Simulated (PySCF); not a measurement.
**C5H7FSi2 (SMILES CC#C[SiH2]C#C[SiH2]F): density, localisation and related maps**

```xyz
15

C    -3.1442    0.0060   -2.2885
C    -2.3591    0.3972   -1.1394
C    -1.6977    0.7189   -0.1848
Si   -0.7275    1.2376    1.2956
C     0.9812    0.5363    1.1177
C     2.1074    0.0985    1.0427
Si    3.8256   -0.5627    0.9392
F     4.6041   -0.0702    2.2632
H    -3.4250    0.8867   -2.8664
H    -4.0503   -0.5067   -1.9652
H    -2.5646   -0.6641   -2.9235
H    -0.6284    2.7023    1.3372
H    -1.3362    0.6797    2.5101
H     3.8477   -2.0169    1.0103
H     4.5627    0.0258   -0.1701
```

Geometry: GFN2-xTB.

Level of theory: PBE0/pcSseg-1, SCF density, gas phase, non-relativistic in PySCF 2.14.0.

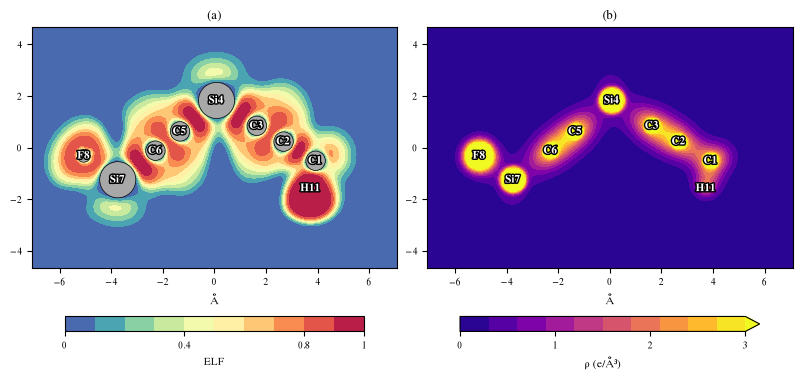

Figure 1. (a) ELF; (b) total electron density on the plane of atoms C6, Si7 and F8. Grey discs cover the atomic cores in the ELF map.

What do the fields say about this system?

Answer. The plane passes through C, Si, F and H nuclei.
C–C (1.21 Å): ρ is about 2.7 e/Å³ halfway; the ELF peaks at about 0.85 between the atoms (a multiple bond).
Si–F (1.61 Å): ρ at the midpoint is about 1.1 e/Å³; the ELF peaks at about 0.85 in the valence shell of F, 0.6 Å from its nucleus, and is about 0.50 at the midpoint.
C–Si (1.84 Å): the density is about 0.95 e/Å³ at the midpoint; the ELF peaks at about 0.95 between the atoms, as expected for localised, covalent bonding.
C–H (1.09 Å): ρ at the midpoint is about 2 e/Å³; the ELF climbs to about 1 towards the hydrogen, as it does in any bond to H (an ordinary covalent bond to hydrogen).
The ELF also peaks beside F8, away from the bonds: lone-pair regions.

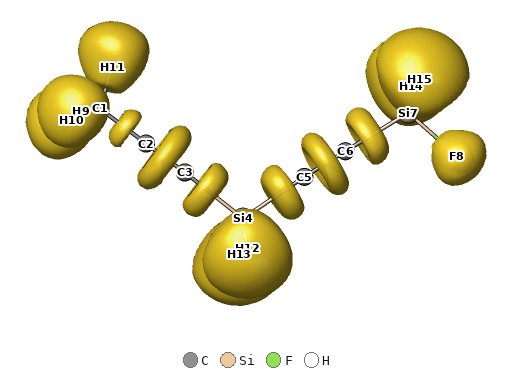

Figure 2. Isosurface of the ELF at 0.8 (yellow), seen across its widest extent. Only the valence region is drawn (cores and ρ < 0.01 e/Å³ removed).

Identify the bonds, lone pairs and shells in this picture.

Answer. The surface consists of three regions between bonded C–C atoms (shared pairs), three regions between bonded C–Si atoms (shared pairs), seven regions around hydrogen nuclei and one region wrapped around F (its lone pairs, merged into a ring or cap).

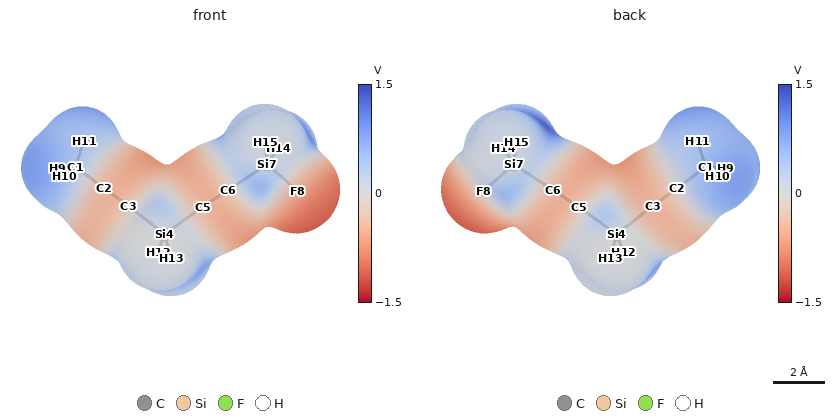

Figure 3. The molecular electrostatic potential painted on the density surface at 0.001 e/bohr³, seen from the front and from behind; red is negative and blue positive.

Where is the surface potential most negative and most positive?

Answer. The most negative region (about −1.1 V) lies over F8, the most positive (about +1.3 V) over Si7.

How polar is the molecule by this calculation?

Answer. Its dipole moment is 3.47 D.
